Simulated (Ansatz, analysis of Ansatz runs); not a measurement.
# Migration in LaOF (R-3m): H_i hop between interstitial places, charge +1, part 2 of 4

How high is the barrier when H changes place in LaOF (R-3m)? The case: H_i hop between interstitial places, charge +1, in a cell of 36 host atoms with 1 H put in.

Ansatz 0.2.0; plane-wave PAW DFT, PBEsol; nudged elastic band between two relaxed defect structures at fixed charge in a uniform background.

So far: The starting structure; Relaxation of the start point, charge +1.

## (2) Relaxation of the start point, charge +1 (continued)

Level of this step: plane-wave PAW DFT, PBEsol; relaxation of all atoms of a defect supercell at fixed charge in a uniform background (Ansatz).

Relaxation path (22 of 29):

```
step  energy less that of the first step (eV)  largest force component (eV/Å)
   1                                   0.0000                          0.9949
   2                                   0.5943                          2.1325
   4                                  -0.4042                          0.3491
   5                                  -0.5063                          0.6870
   6                                  -0.7488                          1.2196
   8                                  -1.8724                          2.8834
   9                                  -3.0648                          2.7651
  10                                  -2.5507                         10.9128
  12                                  -3.4794                          0.9562
  13                                  -3.5281                          0.4213
  14                                  -3.5466                          0.5583
  16                                  -3.5647                          0.0485
  17                                  -3.5654                          0.0224
  18                                  -3.5656                          0.0181
  20                                  -3.5697                          0.4727
  21                                  -3.5949                          0.5222
  22                                  -3.6482                          0.2540
  24                                  -3.6649                          0.1110
  25                                  -3.6669                          0.0474
  26                                  -3.6681                          0.0383
  28                                  -3.6684                          0.0149
  29                                  -3.6684                          0.0148
```

Relaxation steps 2, 10, 23 were tried and not accepted.

The atoms that moved most (Å, from the sites as typed, ahead of the random displacement, the mean shift of all atoms taken out):

```
atom      dx      dy      dz  length
 H37   0.761   1.797   0.175   1.959
 La8  -0.144   0.018  -0.266   0.303
 La7   0.148  -0.140   0.207   0.290
  O9  -0.174   0.046   0.141   0.228
 O10   0.055  -0.108  -0.066   0.138
 F12   0.022  -0.074  -0.111   0.135
 F24   0.041  -0.096   0.057   0.119
La13  -0.031  -0.098  -0.050   0.114
```

The relaxed structure:

```xyz
37
Lattice="-4.0132 6.9511 0.0000 -12.0397 0.0000 0.0000 -2.0066 1.1585 6.6894" Properties=species:S:1:pos:R:3 pbc="T T T"
La   -1.9715    1.1203    1.5116
La   -6.0955    3.4348    5.2398
O    -4.0378    2.2758    5.8284
O    -4.0319    2.2160    0.9227
F    -2.0293    1.1022    4.1105
F    -6.0461    3.3876    2.6175
La   -5.8731    1.0184    1.7178
La  -10.1783    3.4932    4.9200
O    -8.2019    2.3624    5.9597
O    -7.9731    2.2093    0.8120
F    -6.0748    1.1193    4.1914
F   -10.0127    3.4011    2.4818
La  -10.0653    1.0608    1.4605
La  -14.1164    3.4240    5.1688
O   -12.0388    2.3147    5.7685
O   -12.0567    2.2589    0.8567
F   -10.0549    1.1335    4.0422
F   -14.0580    3.4366    2.5802
La   -4.0162    4.5697    1.5344
La   -8.0492    6.8898    5.2172
O    -6.0420    5.7305    5.8421
O    -6.0425    5.7181    0.8819
F    -4.0639    4.5777    4.1147
F    -7.9872    6.8548    2.6499
La   -7.9849    4.5956    1.4806
La  -12.1196    6.9449    5.2166
O   -10.0763    5.7262    5.7901
O   -10.0115    5.7462    0.9050
F    -8.0644    4.5530    4.0700
F   -12.0423    6.9360    2.5839
La  -12.0589    4.6037    1.4733
La  -16.1054    6.8965    5.1598
O   -14.0607    5.7826    5.8107
O   -14.0850    5.7388    0.8487
F   -12.1046    4.6375    4.0318
F   -16.0548    6.8994    2.5756
H   -11.2800    8.7480    0.1791
```

Neighbours of H37 at the end:

```
atom  distance (Å)
 O10         1.034
  O9         1.525
 La8         2.215
 La7         2.217
 O15         3.044
 O27         3.080
 F30         3.106
  F6         3.157
La13         3.165
La25         3.169
```

Among the atoms that came to bonding distance: O10–H37 1.03 Å (from 2.48).

This step gave:

- free energy: -90371.2679 eV
- r.m.s. move of the farther half of the atoms: 0.07798 Å
- largest move from the ideal geometry of this structure, a common shift of the far atoms taken out: 2.023 Å

The relaxation gained 3.668 eV and ended with a largest force component of 0.015 eV/Å.

## (3) Relaxation of the end point, charge +1

The end point is relaxed in the same cell and settings, so that the two energies compare.

Contents of qp1.end/input.yaml:

```yaml
crystal:
  lattice:
    - [-4.01323028, 6.95111875, 0.0]
    - [-12.03969085, 0.0, 0.0]
    - [-2.00661514, 1.15851979, 6.68937332]
  atoms:
    - { symbol: La, position: [0.13352057, 0.08182739, 0.22141419] }
    - { symbol: La, position: [0.37359571, 0.25144478, 0.77874967] }
[... 2 atom lines left out ...]
    - { symbol: F, position: [0.06449263, 0.04299509, 0.6130442] }
[... 2 atom lines left out ...]
    - { symbol: La, position: [0.37087889, 0.58058593, 0.77472663] }
    - { symbol: O, position: [0.1884472, 0.4589648, 0.86931681] }
    - { symbol: O, position: [0.30761295, 0.53970942, 0.11682834] }
[... 1 atom line left out ...]
    - { symbol: F, position: [0.43550737, 0.62367158, 0.3869558] }
[... 2 atom lines left out ...]
    - { symbol: O, position: [0.1884472, 0.79229813, 0.86931681] }
[... 1 atom line left out ...]
    - { symbol: F, position: [0.06449263, 0.70966176, 0.6130442] }
[... 14 atom lines left out ...]
    - { symbol: La, position: [0.87087889, 0.91391926, 0.77472663] }
    - { symbol: O, position: [0.6884472, 0.79229813, 0.86931681] }
[... 1 atom line left out ...]
    - { symbol: F, position: [0.56449263, 0.70966176, 0.6130442] }
    - { symbol: F, position: [0.93550737, 0.95700491, 0.3869558] }
    - { symbol: H, position: [1.25, 0.8333, -0.5] }
total_charge: 1
basis:
  ecutwfc: 420
  xc_grid: 2
hamiltonian:
  xc: pbesol
kpoints:
  mp_grid: { grid: [1, 1, 1] }
scf:
  occupations: { method: fixed }
  max_iter: 120
output:
  forces: true
relax:
  f_tol: 0.015
  max_steps: 70
  random_displacement: { amplitude: 0.01, seed: 3763 }
```

Run with:

```bash
$ ansatz run input.yaml --threads 4 --pin off --max-ram 7536MiB --backend cpu --events-out ev --progress --plain --runs-dir out
```

Numbers of over 12 decimals in the logs are rounded to 6 here.

Log:

```text
[... repeated set-up lines and file paths are left out, and long positions are rounded to six places ...]
The last accepted step is kept in <dir> (removed where the run ends without a failure and the disk answers)
Engine: ansatz 0.2.0, x86_64-unknown-linux-gnu
Pseudopotentials: kind: paw
Pseudopotential: La, paw, valence charge 11, recommended cutoff 420 eV (normal), La.paw.azcp
Pseudopotential: O, paw, valence charge 6, recommended cutoff 420 eV (normal), O.paw.azcp
Pseudopotential: F, paw, valence charge 7, recommended cutoff 420 eV (normal), F.paw.azcp
Pseudopotential: H, paw, valence charge 1, recommended cutoff 420 eV (normal), H.paw.azcp
Functional definition: PBEsol
  exchange = pbesol_x
  correlation = pbesol_c
Crystal: 37 atoms, lattice volume = 559.829 Å³
Basis set: ecut = 420 eV, 10937 PW (Γ), exchange–correlation on 108×162×96 points (8 copies of the dense FFT grid, shifted against one another)
Bands: 181, of which v1, the nominal top of the filled ones, is band 144 counted from 1 (143 counted from 0)
Symmetry: 1 space group operations
k-points: 1
[...]
SCF iter 114: F=—  HF=-90366.360411 eV  |F-HF|=—  |Δ(HF+E_count)|=   7.90e-7  Δρ=5.54e-4  dr2=3.56e-3  ethr=3.28e-7  ⟨swp⟩=1.0  Hψ=151  notcnv=0  defer=32
SCF iter 115: F=—  HF=-90366.360394 eV  |F-HF|=—  |Δ(HF+E_count)|=   1.63e-5  Δρ=6.32e-4  dr2=4.78e-3  ethr=3.28e-7  ⟨swp⟩=1.0  Hψ=151  notcnv=0  defer=33
SCF iter 116: F=—  HF=-90366.360414 eV  |F-HF|=—  |Δ(HF+E_count)|=   1.99e-5  Δρ=5.63e-4  dr2=3.67e-3  ethr=3.28e-7  ⟨swp⟩=1.0  Hψ=151  notcnv=0  defer=32
SCF iter 117: F=—  HF=-90366.360405 eV  |F-HF|=—  |Δ(HF+E_count)|=   9.69e-6  Δρ=5.31e-4  dr2=3.23e-3  ethr=3.28e-7  ⟨swp⟩=1.0  Hψ=151  notcnv=0  defer=32
SCF iter 118: F=—  HF=-90366.361487 eV  |F-HF|=—  |Δ(HF+E_count)|=   1.08e-3  Δρ=2.95e-2  dr2=1.02e1  ethr=3.28e-7  ⟨swp⟩=1.0  Hψ=336  notcnv=0  recentre
SCF iter 119: F=—  HF=-90366.360566 eV  |F-HF|=—  |Δ(HF+E_count)|=   9.22e-4  Δρ=2.96e-2  dr2=1.03e1  ethr=3.28e-7  ⟨swp⟩=1.0  Hψ=336  notcnv=0
SCF iter 120: F=—  HF=-90366.360404 eV  |F-HF|=—  |Δ(HF+E_count)|=   1.62e-4  Δρ=5.34e-4  dr2=3.29e-3  ethr=3.28e-7  ⟨swp⟩=1.0  Hψ=336  notcnv=0
Error: did not converge after 120 iterations: dr2 = 3.29e-3 (threshold 5.63e-6), under the density mixer `msr1`, which `scf.mixing.algorithm: auto` chose by the deck's other keys (type `scf.mixing.algorithm: msr1` to keep it); [...]
```

It took 10 s on 4 threads of Intel Xeon 6975P-C (Granite Rapids), shared host; peak memory 0.73 GiB.

The column dr2 measures how far the density is from self-consistency, as an energy; F and HF (Harris–Foulkes) agree once it is small.

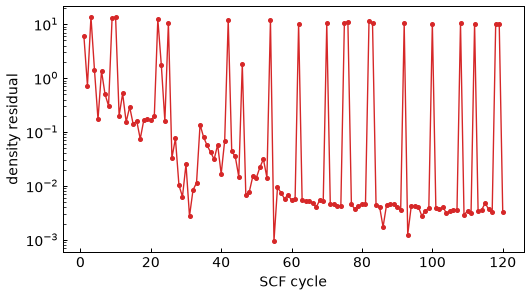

Residual by cycle in this run.

No converged result was reached; the numbers in the log don't describe the system.

After 120 cycles the residual stands at 0.0033, against 0.0056 at cycle 61 and a least value of 9.4e-4. The cap of 120 cycles in the input ended the loop.

The program's message: “Error: did not converge after 120 iterations: dr2 = 3.29e-3 (threshold 5.63e-6), under the density mixer `msr1`, which `scf.mixing.algorithm: auto` chose by the deck's other keys (type `scf.mixing.alg …”

## (4) Relaxation of the end point, charge +1

The end point is relaxed in the same cell; its occupations differ from the start's, which matters only where levels are partly filled. Atoms more than 3.2 Å from the middle of the hop start where the first relaxation left them, the nearer ones on or close to their ideal places, with small random displacements. A width of 0.01 eV lets levels that lie close at the Fermi energy share an electron.

qp1.end_smeared/input.yaml, as its differences from qp1.end/input.yaml of step 3:

```diff
@@ -36,3 +36,3 @@
 scf:
-  occupations: { method: fixed }
+  occupations: { method: fermi_dirac, width: 0.01 }
   max_iter: 120
```

Log:

```text
[...]
Crystal: 37 atoms, lattice volume = 559.829 Å³
Basis set: ecut = 420 eV, 10937 PW (Γ), exchange–correlation on 108×162×96 points (8 copies of the dense FFT grid, shifted against one another)
Bands: 181, of which v1, the nominal top of the filled ones, is band 144 counted from 1 (143 counted from 0)
Symmetry: 1 space group operations
k-points: 1
[...]
SCF iter   1: F=—  HF=-90367.917683 eV  |F-HF|=—  |Δ(HF+E_count)|=         —  Δρ=2.13e-2  dr2=5.97e0  ethr=1.77e-3  ⟨swp⟩=9.0  Hψ=737  notcnv=0  defer=10
[...]
SCF iter  25: F=-90366.370657 eV  HF=-90366.370660 eV  |F-HF|=2.99e-6  |Δ(HF+E_count)|=   3.48e-7  Δρ=2.02e-5  dr2=3.43e-6  ethr=1.95e-9  ⟨swp⟩=3.0  Hψ=458  notcnv=0
SCF 1 converged in 25 iterations: F = -90366.370657 eV  dr2 = 3.43e-6
[...]
- { symbol: La, position: [0.629965, 0.087619, 0.217592] }
    - { symbol: La, position: [0.876240, 0.247024, 0.768396] }
    - { symbol: O, position: [0.686703, 0.127471, 0.864028] }
    - { symbol: O, position: [0.813219, 0.208757, 0.124021] }
    - { symbol: F, position: [0.561315, 0.048457, 0.603764] }
    - { symbol: F, position: [0.937558, 0.290855, 0.381905] }
    - { symbol: La, position: [0.633274, 0.417867, 0.218918] }
    - { symbol: La, position: [0.870919, 0.583686, 0.768964] }
    - { symbol: O, position: [0.694739, 0.455447, 0.863644] }
    - { symbol: O, position: [0.810562, 0.544640, 0.123045] }
    - { symbol: F, position: [0.568935, 0.373617, 0.605705] }
    - { symbol: F, position: [0.935534, 0.625752, 0.384453] }
    - { symbol: La, position: [0.631813, 0.751064, 0.221593] }
    - { symbol: La, position: [0.850391, 0.925552, 0.768557] }
    - { symbol: O, position: [0.688535, 0.795708, 0.863734] }
    - { symbol: O, position: [0.819665, 0.874983, 0.119798] }
    - { symbol: F, position: [0.560030, 0.711645, 0.609910] }
    - { symbol: F, position: [0.936422, 0.957276, 0.384875] }
    - { symbol: H, position: [1.218978, 0.810051, -0.313963] }
[key lines of the parts left out:]
SCF converged after 5 iterations
Free energy (F): -90371.348702 eV
Fermi energy:    10.620229 eV
```

The job ended after 20 s (4 threads; peak memory 0.79 GiB).

Step by step:

```
step  energy less that of the first step (eV)  largest force component (eV/Å)
   1                                   0.0000                          1.4494
   2                                  -0.6335                          0.8701
   3                                  -0.8756                          0.8305
   4                                  -1.2417                          1.7612
   5                                  -1.3220                          1.9959
   6                                  -2.2186                          3.8599
   7                                  -3.6736                          4.9305
   8                                  -4.4775                          5.1666
   9                                  -4.8717                          1.5149
  10                                  -4.9510                          0.3459
  11                                  -4.9686                          0.1858
  12                                  -4.9749                          0.1052
  13                                  -4.9754                          0.0880
  14                                  -4.9779                          0.0233
  15                                  -4.9780                          0.0156
  16                                  -4.9780                          0.0038
```

The atoms that moved most (Å, from the sites as typed, ahead of the random displacement):

```
atom      dx      dy      dz  length
 H37   0.032   0.000   1.243   1.244
 La7  -0.145   0.077  -0.207   0.264
 O15   0.022   0.006  -0.248   0.249
 La8   0.128   0.104  -0.047   0.172
La32  -0.045  -0.149  -0.043   0.162
 O10  -0.120   0.014   0.015   0.122
La13   0.038   0.038   0.102   0.116
 F11   0.039  -0.036  -0.101   0.114
```

Neighbours of H37 at the end:

```
atom  distance (Å)
 O15         0.979
 F17         2.320
 F35         2.339
  F5         2.359
 La8         2.513
La32         2.529
La14         2.547
 F12         3.053
 F36         3.068
```

Among the atoms that came to bonding distance: O15–H37 0.98 Å (from 2.47).

This step gave:

- free energy: -90371.3487 eV
- r.m.s. move of the farther half of the atoms: 0.03051 Å
- largest move from the ideal geometry of this structure, a common shift of the far atoms taken out: 1.288 Å

The relaxation gained 4.978 eV and ended with a largest force component of 0.0038 eV/Å. The end lies 0.081 eV below the start.

(Part 2 of 4 ends here.)

[Logs are printed without paths, hosts, clocks, repeated set-up lines and the standing remarks that a program may print on its own settings, such as how far it seeks lower states.]

[Hosts, paths, dates, database ids (printed as entryN), source tags and the programs' standing remarks are cut or masked in the printed files.]
